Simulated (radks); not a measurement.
**Ionisation energy and size from Hf³⁺ to Au³⁺**

Aim: how ionisation energy and size change along these elements, and how far this level of theory lands from NIST. Each species and its ion are run in their NIST ground configurations.

Method: Dirac Kohn-Sham, LDA (Slater exchange, Perdew-Wang correlation), spin-unpolarised, spherical densities, point nucleus; open shells fill j = l - 1/2 first. Code: radks (a radial shooting solver on a logarithmic mesh, Libxc functionals) version 1.

## Step 1: Starting point

* species: Hf³⁺, Ta³⁺, W³⁺, Re³⁺, Os³⁺, Ir³⁺, Pt³⁺, Au³⁺
* runs: 16, each species and its next ion

## Step 2: Hf³⁺, [Xe] 4f14 5d1

The run's settings:

```text
Z 72
configuration [Xe] 4f14 5d1
relativity Dirac
functional lda,pw
spin unpolarised
j_filling energy
nucleus point
c 137.035999084
```

## Step 3: Hf⁴⁺, [Xe] 4f14

Changes since step 2:

```diff
@@ -1,3 +1,3 @@
 Z 72
-configuration [Xe] 4f14 5d1
+configuration [Xe] 4f14
 relativity Dirac
```

## Step 4: Ta³⁺, [Xe] 4f14 5d2

Changes since step 3:

```diff
@@ -1,3 +1,3 @@
-Z 72
-configuration [Xe] 4f14
+Z 73
+configuration [Xe] 4f14 5d2
 relativity Dirac
```

## Step 5: Ta⁴⁺, [Xe] 4f14 5d1

Changes since step 4:

```diff
@@ -1,3 +1,3 @@
 Z 73
-configuration [Xe] 4f14 5d2
+configuration [Xe] 4f14 5d1
 relativity Dirac
```

## Step 6: W³⁺, [Xe] 4f14 5d3

Changes since step 5:

```diff
@@ -1,3 +1,3 @@
-Z 73
-configuration [Xe] 4f14 5d1
+Z 74
+configuration [Xe] 4f14 5d3
 relativity Dirac
```

## Step 7: W⁴⁺, [Xe] 4f14 5d2

Changes since step 6:

```diff
@@ -1,3 +1,3 @@
 Z 74
-configuration [Xe] 4f14 5d3
+configuration [Xe] 4f14 5d2
 relativity Dirac
```

## Step 8: Re³⁺, [Xe] 4f14 5d4

Changes since step 7:

```diff
@@ -1,3 +1,3 @@
-Z 74
-configuration [Xe] 4f14 5d2
+Z 75
+configuration [Xe] 4f14 5d4
 relativity Dirac
```

## Step 9: Re⁴⁺, [Xe] 4f14 5d3

Changes since step 8:

```diff
@@ -1,3 +1,3 @@
 Z 75
-configuration [Xe] 4f14 5d4
+configuration [Xe] 4f14 5d3
 relativity Dirac
```

## Step 10: Os³⁺, [Xe] 4f14 5d5

Changes since step 9:

```diff
@@ -1,3 +1,3 @@
-Z 75
-configuration [Xe] 4f14 5d3
+Z 76
+configuration [Xe] 4f14 5d5
 relativity Dirac
```

## Step 11: Os⁴⁺, [Xe] 4f14 5d4

Changes since step 10:

```diff
@@ -1,3 +1,3 @@
 Z 76
-configuration [Xe] 4f14 5d5
+configuration [Xe] 4f14 5d4
 relativity Dirac
```

## Step 12: Ir³⁺, [Xe] 4f14 5d6

Changes since step 11:

```diff
@@ -1,3 +1,3 @@
-Z 76
-configuration [Xe] 4f14 5d4
+Z 77
+configuration [Xe] 4f14 5d6
 relativity Dirac
```

## Step 13: Ir⁴⁺, [Xe] 4f14 5d5

Changes since step 12:

```diff
@@ -1,3 +1,3 @@
 Z 77
-configuration [Xe] 4f14 5d6
+configuration [Xe] 4f14 5d5
 relativity Dirac
```

## Step 14: Pt³⁺, [Xe] 4f14 5d7

Changes since step 13:

```diff
@@ -1,3 +1,3 @@
-Z 77
-configuration [Xe] 4f14 5d5
+Z 78
+configuration [Xe] 4f14 5d7
 relativity Dirac
```

## Step 15: Pt⁴⁺, [Xe] 4f14 5d6

Changes since step 14:

```diff
@@ -1,3 +1,3 @@
 Z 78
-configuration [Xe] 4f14 5d7
+configuration [Xe] 4f14 5d6
 relativity Dirac
```

## Step 16: Au³⁺, [Xe] 4f14 5d8

Changes since step 15:

```diff
@@ -1,3 +1,3 @@
-Z 78
-configuration [Xe] 4f14 5d6
+Z 79
+configuration [Xe] 4f14 5d8
 relativity Dirac
```

## Step 17: Au⁴⁺, [Xe] 4f14 5d7

Changes since step 16:

```diff
@@ -1,3 +1,3 @@
 Z 79
-configuration [Xe] 4f14 5d8
+configuration [Xe] 4f14 5d7
 relativity Dirac
```

**Question.** What will these runs give? Wanted: for each run, species; configuration; Δ-SCF; NIST; −ε(HOMO); its level; widest level; its <r>.

The runs gave:

| species | configuration | Δ-SCF (eV) | NIST (eV) | −ε(HOMO) (eV) | its level | widest level | its <r> (bohr) |
| --- | --- | --- | --- | --- | --- | --- | --- |
| Hf³⁺ | [Xe] 4f14 5d1 | 33.541 | 33.37 (semi-emp.) | 27.753 | 5d3/2 | 5d3/2 | 1.91 |
| Ta³⁺ | [Xe] 4f14 5d2 | 35.762 | 35 (theory) | 29.777 | 5d3/2 | 5d3/2 | 1.82 |
| W³⁺ | [Xe] 4f14 5d3 | 37.943 | 38.2 (semi-emp.) | 31.762 | 5d3/2 | 5d3/2 | 1.73 |
| Re³⁺ | [Xe] 4f14 5d4 | 40.091 | 39 (theory) | 33.713 | 5d3/2 | 5d3/2 | 1.66 |
| Os³⁺ | [Xe] 4f14 5d5 | 40.943 | 41 (theory) | 34.502 | 5d5/2 | 5d5/2 | 1.63 |
| Ir³⁺ | [Xe] 4f14 5d6 | 43.006 | 40 (theory) | 36.370 | 5d5/2 | 5d5/2 | 1.57 |
| Pt³⁺ | [Xe] 4f14 5d7 | 45.045 | 43 (theory) | 38.215 | 5d5/2 | 5d5/2 | 1.51 |
| Au³⁺ | [Xe] 4f14 5d8 | 47.066 | 45 (theory) | 40.043 | 5d5/2 | 5d5/2 | 1.46 |

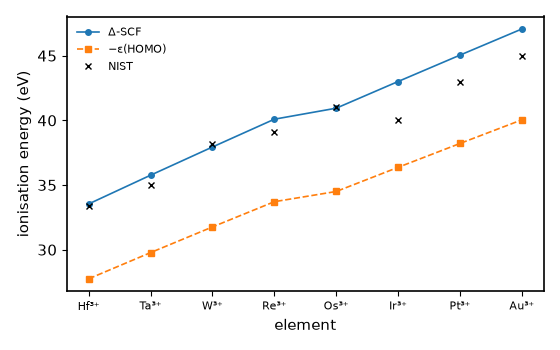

Computed and tabulated ionisation energies along the set.

In words: Reference values: NIST Atomic Spectra Database (exp. measured, semi-emp. semi-empirical, theory a theoretical value adopted there). By these runs, which need not match the measured order, Au³⁺ holds its electron most tightly (47.066 eV) and Hf³⁺ least (33.541 eV); the widest outer orbital is the 5d3/2 of Hf³⁺. Against the measured or semi-empirical entries the Δ-SCF values err by -0.1 % on average (signed), at worst -0.7 % (W³⁺). Spin polarisation and multiplet splitting are left out, so open shells lie too high by an amount that depends on their filling.
